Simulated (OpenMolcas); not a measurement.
# ClF (chlorine monofluoride) at 3 levels

Wanted: a comparison of 3 runs (HF/ANO-XS-MB, CASSCF(14,8)/ANO-XS-VDZ, CASSCF(14,8)/ANO-XS-VDZP) of ClF (chlorine monofluoride). 

The calculation is run with OpenMolcas 26.06.

## 1. Starting point

ClF: 2 atoms, total charge 0, spin state singlet. SMILES: `FCl`. Geometry: relaxed at PBE0-D4/def2-TZVP.

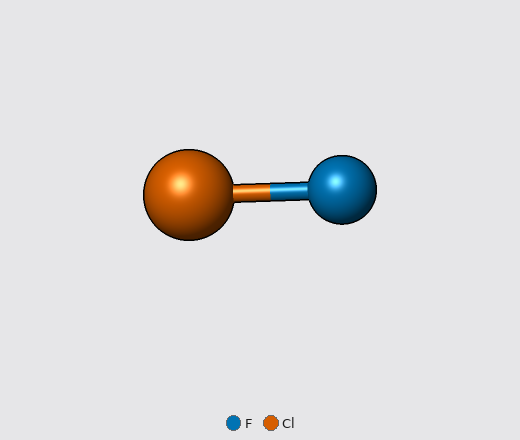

The structure, seen from a chosen angle (fluorine blue, chlorine orange).

## 2. A single-point energy at HF/ANO-XS-MB (DKH2) (run 1)

File step1.inp:

```
&GATEWAY
  COORD
  2
  bohr
  F      0.00000000     0.00000000     0.05912953
  Cl     0.00000000     0.00000000     3.11986224
  BASIS=ANO-XS-MB
  GROUP=NoSym

&SEWARD
  RELATIVISTIC=R02E00

&SCF
  PRORBITALS=0
```

On the command line:

```bash
$ export MOLCAS_MEM=1860
$ pymolcas step1.inp > step1.log
```

The program printed:

```text
--- Start Module: gateway ---
[...]
--- Stop Module: gateway /rc=_RC_ALL_IS_WELL_ ---
--- Start Module: seward ---
[...]
      Basis functions           14
--- Stop Module: seward /rc=_RC_ALL_IS_WELL_ ---
--- Start Module: scf ---
[...]
       Convergence after   6 Iterations
[...]
::    Total SCF energy                               -560.2201075211
[...]
      Total spin, S                                     0.0000000000
[...]
      Total electronic charge=   26.000000
      Total            charge=   -0.000000
[...]
      Dipole Moment (debye):
      Origin of the operator (angstrom)=    0.0000    0.0000    1.0808
                   X= -4.3188E-14               Y= -3.6184E-14               Z=  1.5733E+00           Total=  1.5733E+00
      Quadrupole Moment (debye*angstrom):
[...]
--- Stop Module: scf /rc=_RC_ALL_IS_WELL_ ---
[...]
```

Run time: 1.6 s. Hardware: 1 thread of Arm Neoverse V1, shared host; peak memory 0.37 GiB.

## 3. The energy at CASSCF(14,8)/ANO-XS-VDZ (DKH2, RICD fitting) (run 2)

File step2.inp:

```
* ClF CASSCF

&gateway
 coord
 2
 bohr
 F      0.00000000     0.00000000     0.05912953
 Cl     0.00000000     0.00000000     3.11986224
 basis = ANO-XS-MB
 group = NoSym

&seward
 relativistic = R02E00

&rasscf
 fileorb = $CurrDir/step1.ScfOrb
 spin = 1
 nactel = 14 0 0
 inactive = 6
 ras2 = 8
 orblisting = Nothing
>>> COPY $Project.RunFile RUNFIL1
>>> COPY $Project.RasOrb INPORB

&gateway
 coord
 2
 bohr
 F      0.00000000     0.00000000     0.05912953
 Cl     0.00000000     0.00000000     3.11986224
 basis = ANO-XS-VDZ
 group = NoSym
 ricd

&seward
 relativistic = R02E00
>>> COPY $Project.RunFile RUNFIL2

&expbas

&rasscf
 fileorb = $Project.ExpOrb
 spin = 1
 nactel = 14 0 0
 inactive = 6
 ras2 = 8
 orblisting = Nothing
 orbappear = Compact
```

On the command line:

```bash
$ export MOLCAS_MEM=1860
$ pymolcas step2.inp > step2.log
```

The program printed:

```text
--- Start Module: gateway ---
[...]
--- Stop Module: gateway /rc=_RC_ALL_IS_WELL_ ---
[...]
      Basis functions           14
[...]
      Number of active orbitals                  8
[...]
      Spin quantum number                      0.0
[...]
      Active orbitals                            8
[...]
      Number of CSFs                            36
[...]
      Number of root(s) required                 1
[...]
      Convergence after  4 iterations
[...]
      printout of CI-coefficients larger than  0.05 for root  1
      energy=    -560.257298
      conf/sym  11111111     Coeff  Weight
             1  22222220  -0.98194 0.96420
            10  22220222   0.18150 0.03294
      Natural orbitals and occupation numbers for root  1
      sym 1:   1.999615   1.998619   1.999849   1.999849   1.934117   1.998172   1.998172   0.071607
      ************************************************************************************************************************
      *                                                    Final results                                                     *
[...]
::    RASSCF root number  1 Total energy:   -560.25729774
[...]
      Basis functions           22
[...]
--- Start Module: expbas ---
[...]
--- Stop Module: expbas /rc=_RC_ALL_IS_WELL_ ---
--- Start Module: rasscf ---
[...]
      Convergence after  9 iterations
[...]
      Natural orbitals and occupation numbers for root  1
      sym 1:   1.999536   1.998573   1.999808   1.999808   1.932516   1.999016   1.999016   0.071727
      ************************************************************************************************************************
      *                                                    Final results                                                     *
[...]
::    RASSCF root number  1 Total energy:   -560.31086176
[...]
      Total electronic charge=   26.000000
      Total            charge=   -0.000000
[...]
      Dipole Moment (debye):
      Origin of the operator (angstrom)=    0.0000    0.0000    1.0808
                   X= -1.2659E-13               Y= -1.9515E-14               Z=  1.1336E+00           Total=  1.1336E+00
      Quadrupole Moment (debye*angstrom):
[...]
--- Stop Module: rasscf /rc=_RC_ALL_IS_WELL_ ---
[...]
```

Run time: 3.3 s. Hardware: 1 thread of Arm Neoverse V1, shared host; peak memory 0.37 GiB.

## 4. The energy at CASSCF(14,8)/ANO-XS-VDZP (DKH2, RICD fitting) (run 3)

File step2.inp:

```
&GATEWAY
COORD
2
bohr
F      0.00000000     0.00000000     0.05912953
Cl     0.00000000     0.00000000     3.11986224
BASIS = ANO-XS-MB
GROUP = NoSym
&SEWARD
RELATIVISTIC = R02E00
&RASSCF
FILEORB = $CurrDir/step1.ScfOrb
SPIN = 1
NACTEL = 14 0 0
INACTIVE = 6
RAS2 = 8
ORBLISTING = Nothing
>>> COPY $Project.RunFile RUNFIL1
>>> COPY $Project.RasOrb INPORB
&GATEWAY
COORD
2
bohr
F      0.00000000     0.00000000     0.05912953
Cl     0.00000000     0.00000000     3.11986224
BASIS = ANO-XS-VDZP
GROUP = NoSym
RICD
&SEWARD
RELATIVISTIC = R02E00
>>> COPY $Project.RunFile RUNFIL2
&EXPBAS
&RASSCF
FILEORB = $Project.ExpOrb
SPIN = 1
NACTEL = 14 0 0
INACTIVE = 6
RAS2 = 8
ORBLISTING = Nothing
ORBAPPEAR = Compact
```

On the command line:

```bash
$ export MOLCAS_MEM=1860
$ pymolcas step2.inp > step2.log
```

The program printed:

```text
--- Start Module: gateway ---
[...]
--- Stop Module: gateway /rc=_RC_ALL_IS_WELL_ ---
[...]
      Basis functions           14
[...]
      Number of active orbitals                  8
[...]
      Spin quantum number                      0.0
[...]
      Active orbitals                            8
[...]
      Number of CSFs                            36
[...]
      Number of root(s) required                 1
[...]
      Convergence after  4 iterations
[...]
      printout of CI-coefficients larger than  0.05 for root  1
      energy=    -560.257298
      conf/sym  11111111     Coeff  Weight
             1  22222220  -0.98194 0.96420
            10  22220222   0.18150 0.03294
      Natural orbitals and occupation numbers for root  1
      sym 1:   1.999615   1.998619   1.999849   1.999849   1.934117   1.998172   1.998172   0.071607
      ************************************************************************************************************************
      *                                                    Final results                                                     *
[...]
::    RASSCF root number  1 Total energy:   -560.25729774
[...]
      Basis functions           32
[...]
--- Start Module: expbas ---
[...]
--- Stop Module: expbas /rc=_RC_ALL_IS_WELL_ ---
--- Start Module: rasscf ---
[...]
      Convergence after 10 iterations
[...]
      Natural orbitals and occupation numbers for root  1
      sym 1:   1.999539   1.998712   1.999739   1.999739   1.945368   1.999243   1.999243   0.058418
      ************************************************************************************************************************
      *                                                    Final results                                                     *
[...]
::    RASSCF root number  1 Total energy:   -560.34609969
[...]
      Total electronic charge=   26.000000
      Total            charge=   -0.000000
[...]
      Dipole Moment (debye):
      Origin of the operator (angstrom)=    0.0000    0.0000    1.0808
                   X=  6.1825E-13               Y=  4.7492E-13               Z=  1.0422E+00           Total=  1.0422E+00
      Quadrupole Moment (debye*angstrom):
[...]
--- Stop Module: rasscf /rc=_RC_ALL_IS_WELL_ ---
[...]
```

It took 3.6 s on 1 thread of Arm Neoverse V1, shared host; peak memory 0.37 GiB.

## 5. Overview of the runs

| run | level | integral approximation | active rule | inactive | energy (Eh) | dipole moment (D) of the reference | wall time |
| --- | --- | --- | --- | --- | --- | --- | --- |
| 1 | HF/ANO-XS-MB (DKH2) | none | – | – | -560.220108 | 1.57 | 1.6 s |
| 2 | CASSCF(14,8)/ANO-XS-VDZ (DKH2, RICD fitting) | RICD | full valence | 6 | -560.310862 | 1.13 | 3.3 s |
| 3 | CASSCF(14,8)/ANO-XS-VDZP (DKH2, RICD fitting) | RICD | full valence | 6 | -560.346100 | 1.04 | 3.6 s |

## 6. What came out

| quantity | value |
| --- | --- |
| run 3, CASSCF(14,8)/ANO-XS-VDZP: total energy | -560.34610 Eh |
| run 3, CASSCF(14,8)/ANO-XS-VDZP: dipole moment (CASSCF density) | 1.04 D |

**Reading.** The dipole moment runs from 1.04 D (CASSCF(14,8)/ANO-XS-VDZP) to 1.57 D (HF/ANO-XS-MB). The two ends differ in method and basis. All runs together took 8.6 s, the longest 3.6 s.
